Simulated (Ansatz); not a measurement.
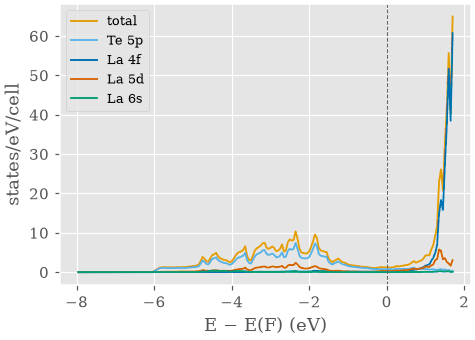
*Total and projected density of states of LaTe2 in space group P4/nmm (No. 129; Te on 2a, Te on 2c, La on 2c), the program Ansatz at the PBEsol level (PAW)*

Question: Which orbitals carry the states next to the Fermi level?

Answer: Within 0.5 eV of the Fermi level: Te 5p 61 %, La 5d 21 %, La 4f 11 %. Projections are on Löwdin-orthogonalised atomic valence shells; empty p or d shells of many metals are not among them.

Question: Where is the tallest occupied peak in this window, and what makes it?

Answer: Near -2.3 eV, about 10 states/eV per cell; the largest projected share is Te 5p.

The workflow started from an entry of the Crystallography Open Database (COD), which files this formula under 2 space groups. Whether it is the stable phase at ambient conditions was not checked. Symmetry was held in the PBEsol relaxation; its stability against distortions is not shown here. Scalar-relativistic: spin–orbit coupling is off unless named, which matters more the heavier the elements.

Potentials: the later of the program's two PAW sets.
